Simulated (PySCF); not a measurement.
**C7H5FSi (SMILES C#C[Si](F)(C#C)C#CC): density, localisation and related maps**

Input file:

```
{"job": {"kind": "nmr", "xc": "PBE0", "basis": "pcSseg-1"}, "charge": 0, "multiplicity": 1}
C     -2.428146     2.512868     0.761228
C     -1.921438     1.516462     0.322019
Si    -1.131602    -0.022688    -0.328507
F     -1.425700    -0.086418    -1.917685
C     -1.903457    -1.513439     0.444287
C     -2.394490    -2.478247     0.964301
C      0.690511    -0.006711    -0.077219
C      1.881384    -0.004145     0.103057
C      3.308463     0.003390     0.317451
H     -2.874058     3.387923     1.138044
H     -2.828805    -3.325687     1.410877
H      3.830779    -0.081352    -0.635241
H      3.604734     0.933424     0.802427
H      3.591147    -0.835852     0.952819
```

Launched as:

```sh
OMP_NUM_THREADS=1 python probes_run.py task.json out
```

Geometry: GFN2-xTB.

Method: PySCF 2.14.0, PBE0/pcSseg-1, SCF density, gas phase, non-relativistic.

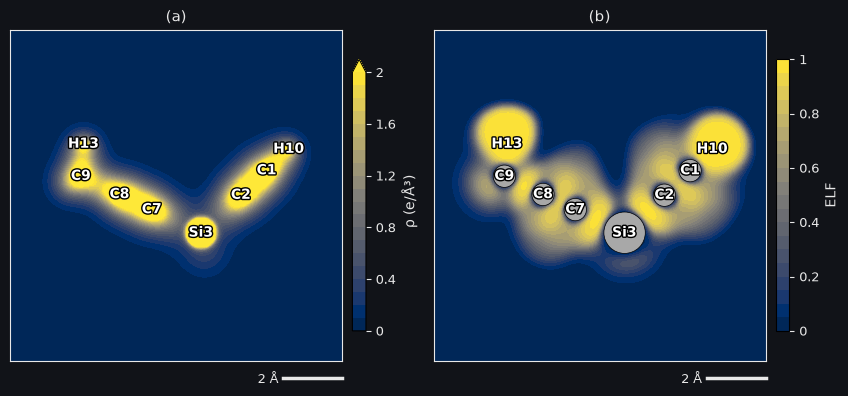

Figure 1. (a) electron density; (b) ELF on the plane of atoms C2, Si3 and C7. Grey discs cover the atomic cores in the ELF map.

### What does the map show?

The plane passes through C, Si and H nuclei.
C–C (1.20 Å): ρ is about 2.8 e/Å³ halfway; the ELF peaks at about 0.85 between the atoms (a short, multiple covalent bond).
C–Si (1.84 Å): the density is about 0.97 e/Å³ at the midpoint; the ELF peaks at about 0.95 between the atoms; a covalent bond.
C–H (1.05 Å): ρ at the midpoint is about 2.2 e/Å³; the ELF climbs to about 1 towards the hydrogen, as it does in any bond to H; an ordinary covalent bond to hydrogen.

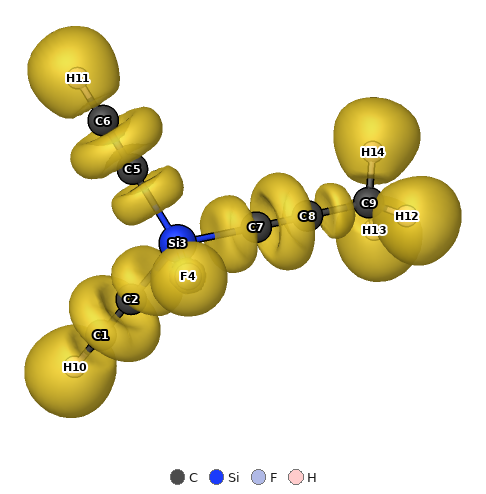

Figure 2. Isosurface of the electron localisation function at 0.75 (yellow), seen at an oblique angle. Core shells and regions of very low density are left out.

### Where are the electrons localised?

At this value the surface marks out four regions between bonded C–C atoms (shared pairs), three regions between bonded C–Si atoms (shared pairs), five regions around hydrogen nuclei and one region wrapped around F (its lone pairs, merged into a ring or cap). Along the contacts the grid gives the following. Si–F (1.62 Å): the ELF peaks at about 0.85 in the valence shell of F, 0.6 Å from its nucleus, and is about 0.55 at the midpoint.

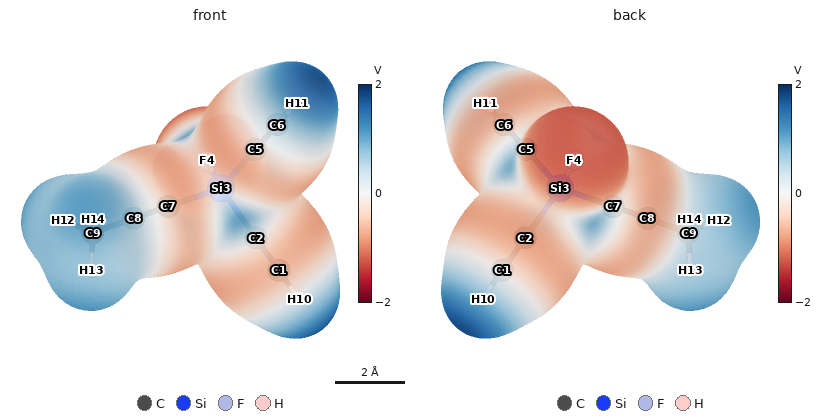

Figure 3. The electrostatic potential painted on the density surface at 0.002 e/bohr³, seen from the front and from behind; red is negative and blue positive.

### Where is the surface potential most negative and most positive?

The most negative region (about −1.2 V) lies over F4, the most positive (about +1.8 V) over H10 and H11.
